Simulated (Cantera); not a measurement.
Feed: 1 mol HMDSO, 4.3 mol CO2, 0.29 mol H2, equilibrated at 750 Torr.

Cantera equilibrium calculation (NASA polynomials, part measured and part estimated; ideal gas, pure solids and liquids). Candidate condensed phases: C, C6H6, C7H8, C8H18, H2O, Si, SiC, SiO2; 123 gas species. The feed counts by its element totals alone. The tables hold silica as quartz up to 1696 K and as liquid above; real silica turns to tridymite and cristobalite and melts near 1996 K. Rates play no part.

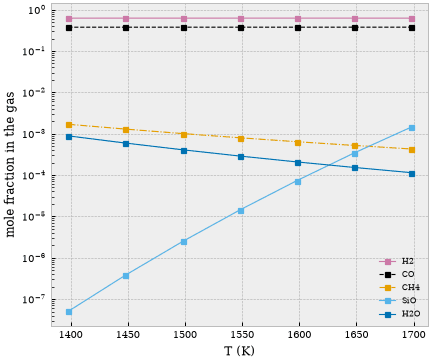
Figure: Equilibrium gas composition (values under 1e-9 drawn at 1e-9)

Read off the mole fractions at 1698 K.

H2 about 0.62, CO about 0.38, SiO about 0.0014, CH4 about 0.00043, H2O about 0.00011.
